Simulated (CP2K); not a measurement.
Consider thiophene dioxide at its PBE geometry (Å).

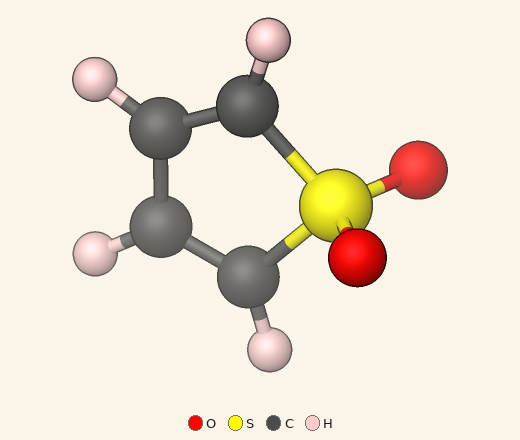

The molecule (oxygen red, sulfur yellow, carbon dark grey, hydrogen pink).

```xyz
11

O     2.0447    0.2663    1.2593
S     1.3203   -0.1104    0.0522
O     2.0463   -0.6135   -1.1070
C     0.2070    1.1956   -0.4491
C    -1.0617    0.7837   -0.3070
C    -1.1971   -0.5940    0.2192
C    -0.0291   -1.2073    0.4634
H     0.5995    2.1401   -0.8142
H    -1.9302    1.3909   -0.5562
H    -2.1713   -1.0492    0.3890
H     0.1715   -2.2020    0.8502
```

Method: CP2K XAS_TDP, all-electron GAPW, PBEh(45%), aug-cc-pVDZ, TDA, no relativity.

Q: Where do the C K-edge lines lie, and how strong are they?

Leading lines: C4 280.67 eV and C5 280.80 eV. The leading line of an atom is its first one with 35 % of the strongest within 2.5 eV of its lowest line over the strength cut. 

The first six lines of each atom with a strength over 0.0015:

```
                              atom  energy (eV)  states  strength, one atom
C4 (bonded to C, S and H), 2 alike       280.67       1              0.0433
                                         285.12       1              0.0427
                                         285.29       1              0.0075
                                         285.77       1              0.0067
                                         286.12       1              0.0024
                                         286.38       1              0.0030
 C5 (bonded to 2 C and H), 2 alike       280.80       1              0.0431
                                         284.80       1              0.0186
                                         285.12       1              0.0127
                                         286.56       1              0.0019
                                         286.83       1              0.0071
                                         286.92       1              0.0031
```

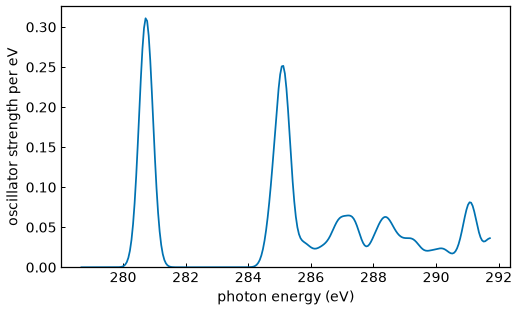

All atoms added, broadened by 0.5 eV.

Lines are vertical, at one geometry, with no vibrational structure. Without a correction of the core level, line positions, and the gaps between valence and Rydberg lines, follow the share of exact exchange. At this level such K lines come out 3 to 6 eV under measured ones. These values hold no scalar relativity, about 0.1 eV for C 1s. Rydberg lines, and the discretised continuum above threshold, depend on the basis and the box.

[Banner, clock and machine lines of the logs are left out without a mark of their own.]

[Logs are printed without paths, hosts, clocks, repeated set-up lines and the standing remarks that a program may print on its own settings, such as how far it seeks lower states.]

[Hosts, paths, dates, database ids (printed as entryN), source tags and the programs' standing remarks are cut or masked in the printed files.]
